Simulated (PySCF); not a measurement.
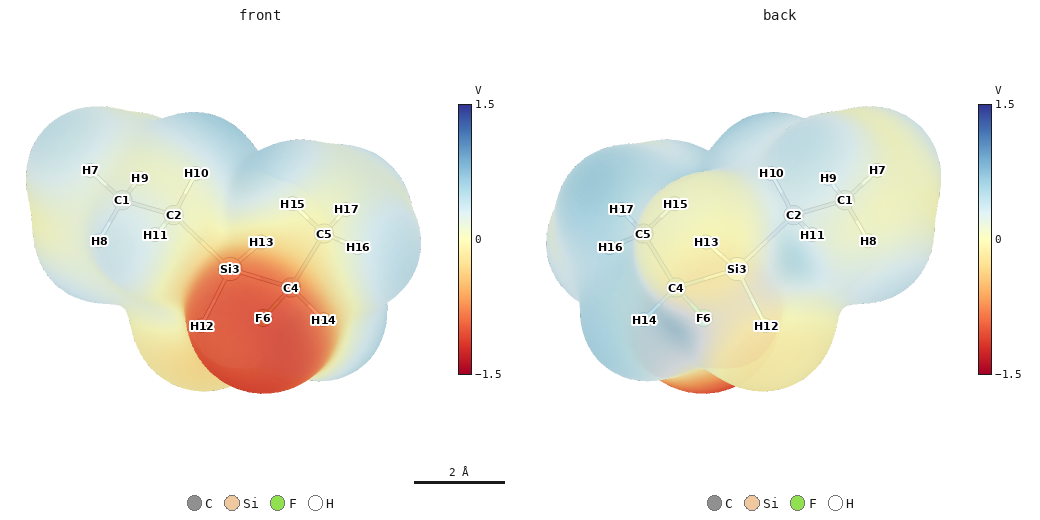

C4H11FSi. The electrostatic potential painted on the density surface at 0.001 e/bohr³, seen from the front and from behind; red is negative and blue positive.

Geometry: GFN2-xTB.

All numbers below come from PySCF, wB97X-D/def2-SVPD, SCF density, gas phase.

Input file:

```
{"job": {"kind": "uv", "xc": "wB97X-D", "basis": "def2-SVPD", "nstates": 8, "ntriplets": 3}, "charge": 0, "multiplicity": 1}
C     -2.663681    -0.135600    -0.076342
C     -1.230229    -0.372525     0.387847
Si     0.055869     0.260813    -0.859128
C      1.823394    -0.151256    -0.216916
C      2.149976     0.398739     1.160508
F      1.949997    -1.541188    -0.179824
H     -3.376342    -0.534996     0.643361
H     -2.841685    -0.617530    -1.034527
H     -2.857714     0.928094    -0.193310
H     -1.089910     0.114607     1.355463
H     -1.082461    -1.441866     0.554759
H     -0.101371    -0.398854    -2.158310
H     -0.012290     1.720901    -1.008533
H      2.582569     0.177211    -0.936175
H      1.462088    -0.006438     1.898808
H      3.163738     0.130526     1.453533
H      2.061054     1.481389     1.147262
```

Run with:

```sh
OMP_NUM_THREADS=1 python probes_run.py task.json out
```

> Describe the electrostatic potential map.

The most negative region (about −1.1 V) lies over F6, the most positive (about +0.6 V) over Si3 and H17.
